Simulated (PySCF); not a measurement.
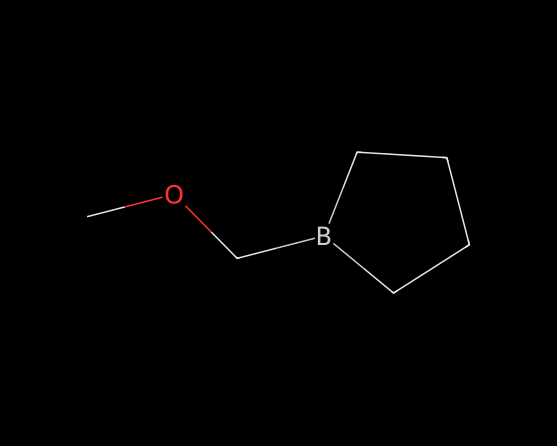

A structural formula.

Give its SMILES.

COCB1CCCC1

Give the formula, hydrogens included.

C6H13BO.

An optimisation with PBE0-D3(BJ)/def2-SVP gave a structure of which point group?

C1. Other conformers may differ.

The parts below concern this one geometry. Atoms keep their numbers from picture to picture. The geometry was computed by an optimisation with PBE0-D3(BJ)/def2-SVP. No frequency run is at hand to confirm it as a minimum.

Shape

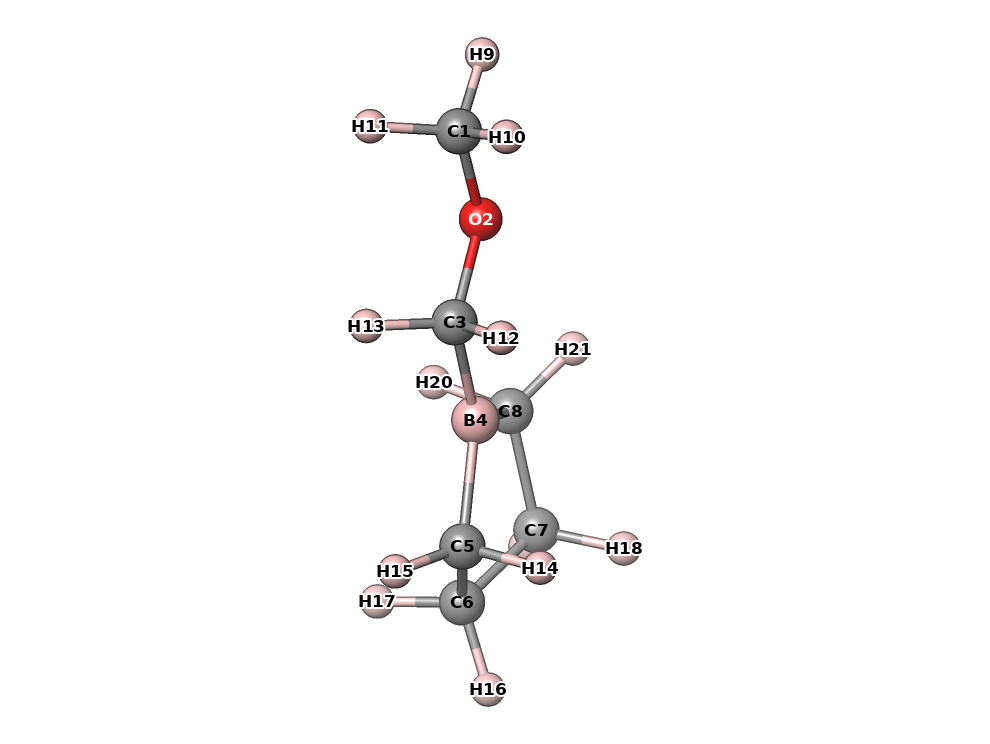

C8 lies behind B4. The molecule seen a little off the B4–C8 bond, B4 in front. Atoms fade into the background with distance from the viewer. No frequency run is at hand to confirm it as a minimum.

What is the torsion angle C3–B4–C8–C7? The sign is positive where the front bond must turn clockwise to cover the back bond.

171°, antiperiplanar (anti).

Polarisability

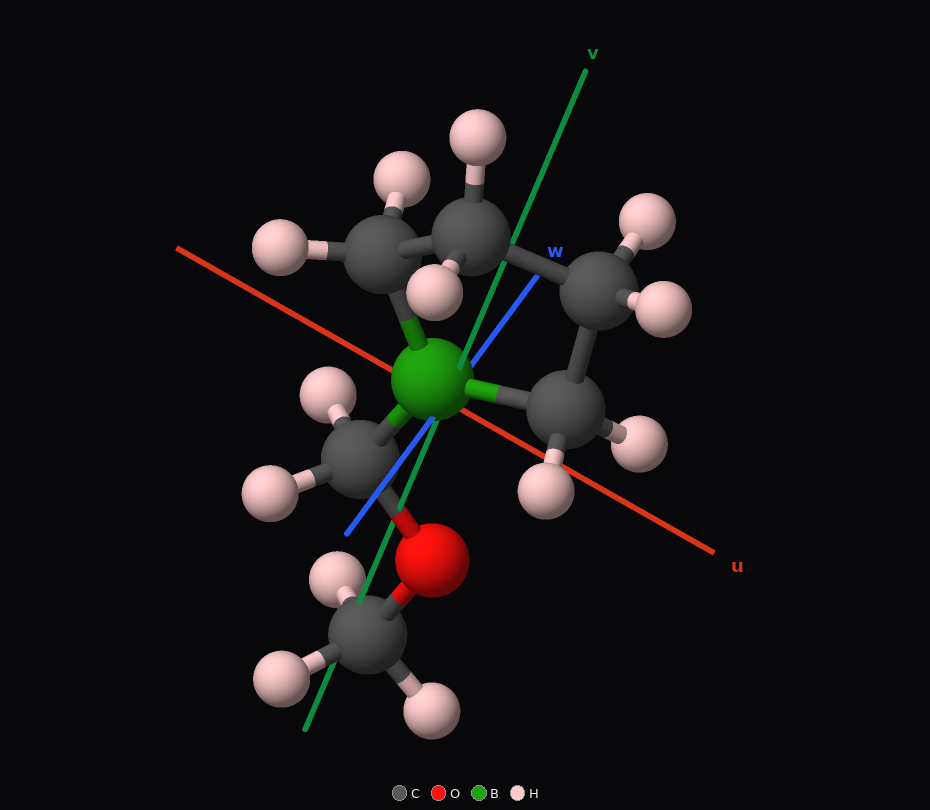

The lines u, v and w are the principal axes of the static dipole polarisability. No frequency run is at hand to confirm it as a minimum. Level of theory: CAM-B3LYP/def2-SVPD in benzene (IEF-PCM) (PySCF 2.14.0).

Along which axis is the molecule most polarisable, and along which least?

Most along v, least along w.

Give the three principal values.

u 99.6, v 115.3, w 85.8 bohr³; mean 100.2, anisotropy 25.6 bohr³.

Ring current

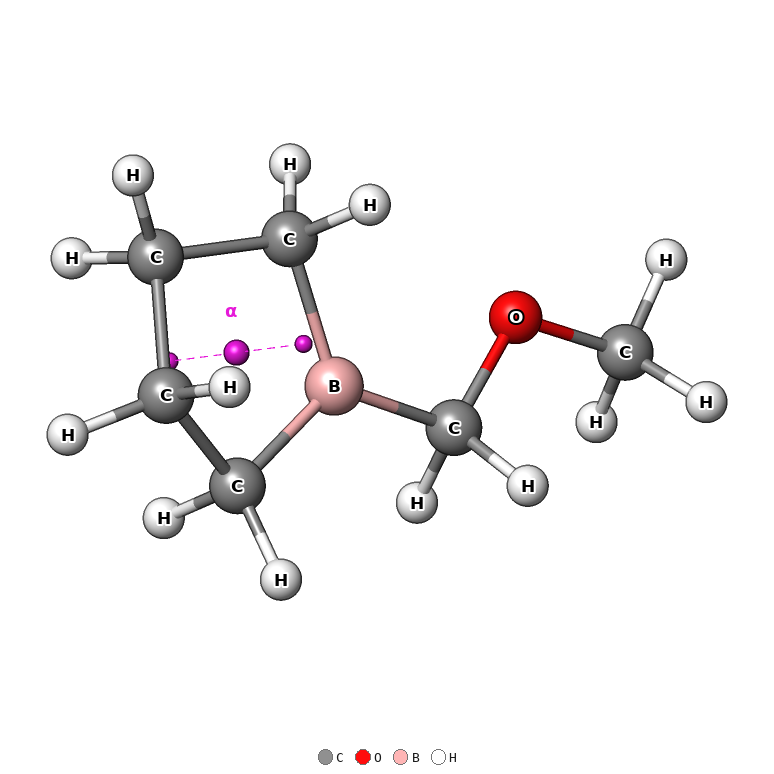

The small points mark where nucleus-independent chemical shifts (NICS) were computed: at the centre of each lettered ring and 1 Å above and below it. No frequency run is at hand to confirm it as a minimum. Method: GIAO PBE0/pcSseg-1 NMR shielding, non-relativistic, gas phase (PySCF 2.14.0).

Give NICS(0), NICS(1) and the out-of-plane component NICS(1)zz for each ring (means of the two sides).

| ring | members | NICS(0) | NICS(1) | NICS(1)zz |
| --- | --- | --- | --- | --- |
| α | C4B | −0.4 | −3.4 | −3.0 |

Values in ppm.

What do the values say about the ring currents?

Ring α: weak, as in a non-aromatic ring. NICS is one index among several.

Quadrupole coupling

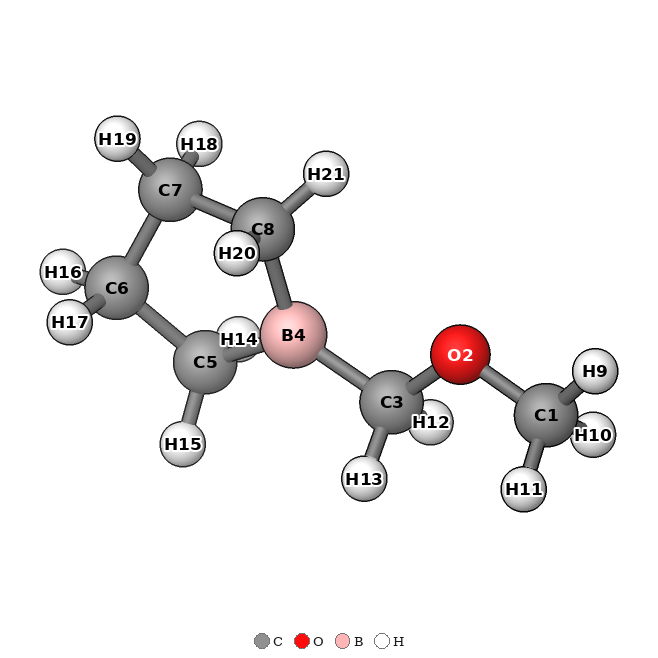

No frequency run is at hand to confirm it as a minimum. Electric field gradients from the ground-state density, PBE0/pcSseg-1 in benzene (IEF-PCM) (PySCF 2.14.0), non-relativistic apart from any core potentials.

Give the largest field-gradient component, the quadrupole coupling constant and the asymmetry for 17O at O2 (Q = −25.6 mb), 11B at B4 (Q = 40.59 mb), 2H at H9 (Q = 2.86 mb), 2H at H10 (Q = 2.86 mb).

```json
{"atom": "O2", "V_zz (a.u.)": "2.007", "e²qQ/h (MHz)": "−12.07", "η": "0.99"}
{"atom": "B4", "V_zz (a.u.)": "0.590", "e²qQ/h (MHz)": "5.63", "η": "0.02"}
{"atom": "H9", "V_zz (a.u.)": "0.287", "e²qQ/h (MHz)": "0.193", "η": "0.07"}
{"atom": "H10", "V_zz (a.u.)": "0.268", "e²qQ/h (MHz)": "0.180", "η": "0.09"}
```
